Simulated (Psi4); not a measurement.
## Geometry relaxation, with input and output: InCl (part 1 of 4)

InCl, SMILES [Cl][In], computed with MN15/def2-TZVPD, RKS, core potentials def2 (Psi4 1.11).

The geometry comes from this level: PBE0-D4/def2-TZVP.

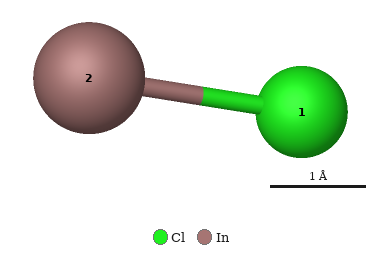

The input geometry (ball-and-stick view, seen at a tilt; atoms are numbered from 1 in the order of the input). Sticks mark near contacts. Bond lengths as drawn: Cl–In 2.41 Å.

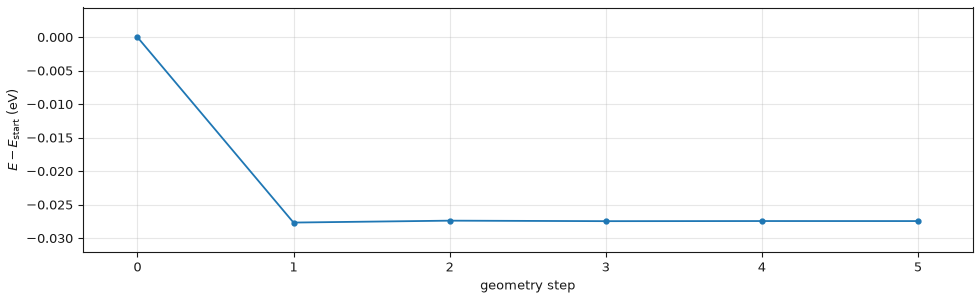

Progress of the relaxation, step by step (steps are counted from 0).

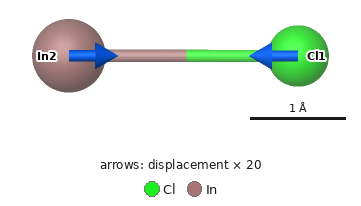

The starting structure with the displacements as blue arrows, magnified 20 times (ball-and-stick view, seen on its broad side). The two geometries are laid on each other by the best rigid fit. After 5 geometry steps the energy has fallen by 0.027 eV. The largest force component goes from 1.9 to 1.7 eV/Å. The largest moves after the best rigid fit, 0.026 Å, are those of Cl1 and In2. Largest moves by element: Cl 0.026 Å, In 0.026 Å. Distances before and after: Cl1–In2 2.414 → 2.361 Å. (Atoms are counted from 1 in the order of the input.)

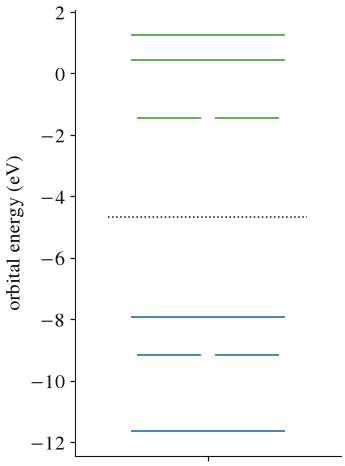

Orbital energies near the frontier; the dotted line parts filled from empty levels, and levels within 0.02 eV of each other stand side by side. Highest filled −7.92 eV, lowest empty −1.44 eV, 6.48 eV apart.

The input that produced these results follows, with the program's output.

Input (input.in)
```
memory 1600 mb

molecule geom {
  0 1
  Cl     0.000000     0.000000    -0.013930
  In     0.000000     0.000000     2.399590
  units angstrom
  symmetry c1
}

set globals {
  basis def2-TZVPD
  puream true
  scf_type pk
  dft_radial_points 15
  dft_spherical_points 26
  g_convergence gau_tight
  geom_maxiter 50
}

optimize('mn15')
```

Launched with:
```bash
psi4 -n 1 input.in input.out
```

The program's output
```
Psi4 1.11 release

gradient() will perform analytic gradient computation.

   => Loading Basis Set <=

    Name: DEF2-TZVPD
    Role: ORBITAL
    Keyword: BASIS

    !!!  WARNING: ECP capability is in beta. Please check occupations closely.  !!!

         ---------------------------------------------------------
                                   SCF
                              RKS Reference
                        1 Threads,   1525 MiB Core
         ---------------------------------------------------------

  ==> Geometry <==

    Molecular point group: c1
    Full point group: C_inf_v

    Geometry (in Angstrom), charge = 0, multiplicity = 1:

       Center              X                  Y                   Z               Mass
    ------------   -----------------  -----------------  -----------------  -----------------
         CL           0.000000000000     0.000000000000    -1.850388705174    34.968852682000
         IN           0.000000000000     0.000000000000     0.563131294826   114.903878776000

  Running in c1 symmetry.

  Rotational constants: A = ************  B =      0.10794  C =      0.10794 [cm^-1]
  Rotational constants: A = ************  B =   3236.10009  C =   3236.10009 [MHz]
  Nuclear repulsion =   78.274165620831809

  Charge       = 0
  Multiplicity = 1
  Electrons    = 38
  Nalpha       = 19
  Nbeta        = 19

  ==> Algorithm <==

  SCF Algorithm Type is PK.
  DIIS enabled.
  MOM disabled.
  Fractional occupation disabled.
  Guess Type is SAD.
  Energy threshold   = 1.00e-08
  Density threshold  = 1.00e-08
  Integral threshold = 1.00e-12

  ==> Primary Basis <==

  Basis Set: DEF2-TZVPD
    Blend: DEF2-TZVPD
    Number of shells: 34
    Number of basis functions: 102
    Number of Cartesian functions: 118
    Spherical Harmonics?: true
    Max angular momentum: 3

  Core potential: DEF2-TZVPD
    Number of shells: 4
    Number of ECP primitives: 18
    Number of ECP core electrons: 28
    Max angular momentum: 3

  ==> DFT Potential <==

   => LibXC <=

    Version 7.1.2

   => Composite Functional: MN15 <=

   MN15 Hybrid Meta-GGA Exchange-Correlation Functional

    Deriv               =              1
    GGA                 =           TRUE
    Meta                =           TRUE

    Exchange Hybrid     =           TRUE
    MP2 Hybrid          =          FALSE

   => Exchange Functionals <=

    1.0000   XC_HYB_MGGA_X_MN15

   => Exact (HF) Exchange <=

    0.4400               HF

   => Correlation Functionals <=

    1.0000   XC_MGGA_C_MN15

   => LibXC Density Thresholds  <==

    XC_MGGA_C_MN15:  1.00E-15
    XC_HYB_MGGA_X_MN15:  1.00E-15

   => Molecular Quadrature <=

    Radial Scheme          =       TREUTLER
    Pruning Scheme         =           NONE
    Nuclear Scheme         =       TREUTLER

    Blocking Scheme        =         OCTREE
    BS radius alpha        =              1
    Pruning alpha          =              1
    Radial Points          =             15
    Spherical Points       =             26
    Total Points           =            769
    Total Blocks           =             11
    Max Points             =            100
    Max Functions          =            102
    Weights Tolerance      =       1.00E-15

  ==> Integral Setup <==

  Using in-core PK algorithm.
   Calculation information:
      Number of atoms:                   2
      Number of AO shells:              34
      Number of primitives:             61
      Number of atomic orbitals:       118
      Number of basis functions:       102

      Integral cutoff                 1.00e-12
      Number of threads:                 1

  Performing in-core PK
  Using 27599262 doubles for integral storage.
  We computed 166498 shell quartets total.
  Whereas there are 177310 unique shell quartets.

  ==> DiskJK: Disk-Based J/K Matrices <==

    J tasked:                  Yes
    K tasked:                  Yes
    wK tasked:                  No
    Memory [MiB]:             1138
    Schwarz Cutoff:          1E-12

  Cached 100.0% of DFT collocation blocks in 0.005 [GiB].

  Minimum eigenvalue in the overlap matrix is 1.8218872220E-03.
  Reciprocal condition number of the overlap matrix is 3.9349592402E-04.
    Using symmetric orthogonalization.

  ==> Pre-Iterations <==

  SCF Guess: Superposition of Atomic Densities via on-the-fly atomic UHF (no occupation information).

   -------------------------
    Irrep   Nso     Nmo
   -------------------------
     A        102     102
   -------------------------
    Total     102     102
   -------------------------

  ==> Iterations <==

                        Total Energy        Delta E     RMS |[F,P]|

   @RKS iter SAD:  -648.84366317170065   -6.48844e+02   0.00000e+00
   @RKS iter   1:  -649.70509424928559   -8.61431e-01   5.29593e-03 DIIS/ADIIS
   @RKS iter   2:  -649.73383140307294   -2.87372e-02   5.05865e-03 DIIS/ADIIS
   @RKS iter   3:  -649.81575853944685   -8.19271e-02   3.67992e-04 DIIS/ADIIS
   @RKS iter   4:  -649.81639311480103   -6.34575e-04   1.86406e-04 DIIS/ADIIS
   @RKS iter   5:  -649.81656593988441   -1.72825e-04   4.93304e-05 DIIS
   @RKS iter   6:  -649.81657795872206   -1.20188e-05   1.17355e-05 DIIS
   @RKS iter   7:  -649.81657900308880   -1.04437e-06   2.95961e-06 DIIS
   @RKS iter   8:  -649.81657906655335   -6.34645e-08   1.08010e-06 DIIS
   @RKS iter   9:  -649.81657907321244   -6.65909e-09   1.48404e-07 DIIS
   @RKS iter  10:  -649.81657907341310   -2.00657e-10   4.07454e-08 DIIS
   @RKS iter  11:  -649.81657907342617   -1.30740e-11   2.37795e-09 DIIS
  Energy and wave function converged.

  ==> Post-Iterations <==

   Electrons on quadrature grid:
      Ntotal   =   38.0174284850 ; deviation = 1.743e-02

    Orbital Energies [Eh]
    ---------------------

    Doubly Occupied:

       1A   -100.466710     2A     -9.379588     3A     -7.247546
       4A     -7.247329     5A     -7.247329     6A     -4.448930
       7A     -3.002656     8A     -3.002656     9A     -2.994469
      10A     -0.870952    11A     -0.863948    12A     -0.863928
      13A     -0.858434    14A     -0.858434    15A     -0.796848
      16A     -0.424075    17A     -0.331818    18A     -0.331818
      19A     -0.293200

    Virtual:

      20A     -0.055067    21A     -0.055067    22A      0.011992
      23A      0.045729    24A      0.086342    25A      0.088087
      26A      0.094600    27A      0.099462    28A      0.099462
      29A      0.112755    30A      0.112755    31A      0.124620
      32A      0.148183    33A      0.159655    34A      0.159655
      35A      0.222722    36A      0.226245    37A      0.226816
      38A      0.244954    39A      0.244954    40A      0.266389
      41A      0.275853    42A      0.276192    43A      0.330632
      44A      0.353277    45A      0.353277    46A      0.357536
      47A      0.533465    48A      0.533465    49A      0.551840
      50A      0.588952    51A      0.588952    52A      0.671857
      53A      0.671857    54A      0.672844    55A      0.675530
      56A      0.694971    57A      0.713964    58A      0.713964
      59A      0.742817    60A      0.744556    61A      0.814664
      62A      0.899119    63A      0.899119    64A      0.969154
      65A      1.043519    66A      1.045229    67A      1.046708
      68A      1.058339    69A      1.058339    70A      1.313482
      71A      1.927038    72A      1.927744    73A      1.989601
      74A      1.997657    75A      1.997657    76A      2.053617
      77A      2.055945    78A      2.088250    79A      2.088250
      80A      2.103666    81A      2.103666    82A      2.118163
      83A      2.118163    84A      2.198814    85A      2.203559
      86A      2.231219    87A      2.312542    88A      2.312542
      89A      2.352338    90A      2.352338    91A      2.398721
      92A      2.565518    93A      2.992982    94A     10.601854
      95A     10.601854    96A     10.818798    97A     24.461246
      98A     36.860973    99A     38.605896   100A     38.605896
     101A     38.775024   102A    125.082616

    Final Occupation by Irrep:
              A
    DOCC [    19 ]
    NA   [    19 ]
    NB   [    19 ]

  @RKS Final Energy:  -649.81657907342617

   => Energetics <=

    Nuclear Repulsion Energy =             78.2741656208318091
    One-Electron Energy =               -1126.0550559467742460
    Two-Electron Energy =                 423.2287503641334183
    DFT Exchange-Correlation Energy =     -25.2644391116171114
    Empirical Dispersion Energy =           0.0000000000000000
    VV10 Nonlocal Energy =                  0.0000000000000000
    Total Energy =                       -649.8165790734260554

Computation Completed

Properties will be evaluated at   0.000000,   0.000000,   0.000000 [a0]

Properties computed using the SCF density matrix

 Multipole Moments:

 ------------------------------------------------------------------------------------
     Multipole            Electronic (a.u.)      Nuclear  (a.u.)        Total (a.u.)
 ------------------------------------------------------------------------------------

 L = 1.  Multiply by 2.5417464519 to convert [e a0] to [Debye]
 Dipole X            :         -0.0000001            0.0000000           -0.0000001
 Dipole Y            :         -0.0000001            0.0000000           -0.0000001
 Dipole Z            :         38.4585618          -37.0969316            1.3616302
 Magnitude           :                                                    1.3616302

 ------------------------------------------------------------------------------------

	total time  =          4 seconds =       0.07 minutes

         ------------------------------------------------------------
                                   SCF GRAD
         ------------------------------------------------------------

  ==> Geometry <==

    Molecular point group: c1
    Full point group: C_inf_v

    Geometry (in Angstrom), charge = 0, multiplicity = 1:

       Center              X                  Y                   Z               Mass
    ------------   -----------------  -----------------  -----------------  -----------------
         CL           0.000000000000     0.000000000000    -1.850388705174    34.968852682000
         IN           0.000000000000     0.000000000000     0.563131294826   114.903878776000

  Nuclear repulsion =   78.274165620831809

  ==> Basis Set <==

  Basis Set: DEF2-TZVPD
    Blend: DEF2-TZVPD
    Number of shells: 34
    Number of basis functions: 102
    Number of Cartesian functions: 118
    Spherical Harmonics?: true
    Max angular momentum: 3

  Core potential: DEF2-TZVPD
    Number of shells: 4
    Number of ECP primitives: 18
    Number of ECP core electrons: 28
    Max angular momentum: 3

  ==> DirectJKGrad: Integral-Direct SCF Gradients <==

    Gradient:                    1
    J tasked:                  Yes
    K tasked:                  Yes
    wK tasked:                  No
    Integrals threads:           1
    Schwarz Cutoff:          1E-12

   => Molecular Quadrature <=

    Radial Scheme          =       TREUTLER
    Pruning Scheme         =           NONE
    Nuclear Scheme         =       TREUTLER

    Blocking Scheme        =         OCTREE
    BS radius alpha        =              1
    Pruning alpha          =              1
    Radial Points          =             15
    Spherical Points       =             26
    Total Points           =            769
    Total Blocks           =             11
    Max Points             =            100
    Max Functions          =            102
    Weights Tolerance      =       1.00E-15

  -Total Gradient:
     Atom            X                  Y                   Z
    ------   -----------------  -----------------  -----------------
       1        0.000000002809     0.000000004143     0.012879255951
       2       -0.000000000266    -0.000000000084     0.036150331394

	total time  =         13 seconds =       0.22 minutes

    			-----------------------------------------

    			 OPTKING 3.0: for geometry optimizations

    			        with contributions from

    			-----------------------------------------

	                            ===> Fragment 1 <==

	 Z (Atomic Numbers)          Masses                          Geom
	      17.000000            34.968853          0.00000000  0.00000000 -3.49672788
	      49.000000            114.903879         0.00000000  0.00000000  1.06416392

	 - Coordinate -           - BOHR/RAD -       - ANG/DEG -
	 R(1,2)           =         4.560892           2.413520

	        --- Internal Coordinate Step in ANG or DEG, aJ/ANG or AJ/DEG ---
	-------------------------------------------------------------------------------
	           Coordinate      Previous         Force          Change          New
	           ----------      --------        ------          ------        ------
	               R(1,2)       2.41352       -0.09586       -0.05443       2.35909
	-------------------------------------------------------------------------------

	                                 ==> Convergence Check <==

	Measures of convergence in internal coordinates in au.

	Criteria marked as inactive (o), active & met (*), and active & unmet ( ).

	----------------------------------------------------------------------------------------------~
	   Step    Total Energy     Delta E     Max Force     RMS Force      Max Disp      RMS Disp   ~
	----------------------------------------------------------------------------------------------~
	  Convergence Criteria              o    1.50e-05 *    1.00e-05 *    6.00e-05 *    4.00e-05 *~
	----------------------------------------------------------------------------------------------~
	     1    -649.81657907   -6.50e+02 o    1.16e-02      1.16e-02      1.03e-01      1.03e-01    ~
	----------------------------------------------------------------------------------------------

Next Geometry in Ang
	Fragment 1 (Ang)

	   Cl   0.0000000000   0.0000000000  -1.8231742417
	   In   0.0000000000   0.0000000000   0.5359168313

    Structure for next step:
    Molecular point group: c1
    Full point group: C_inf_v

    Geometry (in Angstrom), charge = 0, multiplicity = 1:

    CL           0.000000000000     0.000000000000    -1.808659334069
    IN           0.000000000000     0.000000000000     0.550431738934

gradient() will perform analytic gradient computation.

  ==> Geometry <==

    Molecular point group: c1
    Full point group: C_inf_v

    Geometry (in Angstrom), charge = 0, multiplicity = 1:

       Center              X                  Y                   Z               Mass
    ------------   -----------------  -----------------  -----------------  -----------------
         CL           0.000000000000     0.000000000000    -1.808659334069    34.968852682000
         IN           0.000000000000     0.000000000000     0.550431738934   114.903878776000

  Running in c1 symmetry.

  Rotational constants: A = ************  B =      0.11298  C =      0.11298 [cm^-1]
  Rotational constants: A = ************  B =   3387.14926  C =   3387.14926 [MHz]
  Nuclear repulsion =   80.080106432123969

  Charge       = 0
  Multiplicity = 1
  Electrons    = 38
  Nalpha       = 19
  Nbeta        = 19

  ==> Algorithm <==

  SCF Algorithm Type is PK.
  DIIS enabled.
  MOM disabled.
  Fractional occupation disabled.
  Guess Type is READ.
  Energy threshold   = 1.00e-08
  Density threshold  = 1.00e-08
  Integral threshold = 1.00e-12

   => Loading Basis Set <=

    Name: DEF2-TZVPD
    Role: ORBITAL
    Keyword: BASIS

    !!!  WARNING: ECP capability is in beta. Please check occupations closely.  !!!

  Reading orbitals from file scr/input.geom.3898.180.npy, no projection.

  ==> Integral Setup <==

  Using in-core PK algorithm.
   Calculation information:
      Number of atoms:                   2
      Number of AO shells:              34
      Number of primitives:             61
      Number of atomic orbitals:       118
      Number of basis functions:       102

      Integral cutoff                 1.00e-12
      Number of threads:                 1

  Performing in-core PK
  Using 27599262 doubles for integral storage.
  We computed 166597 shell quartets total.
  Whereas there are 177310 unique shell quartets.

  ==> DiskJK: Disk-Based J/K Matrices <==
```
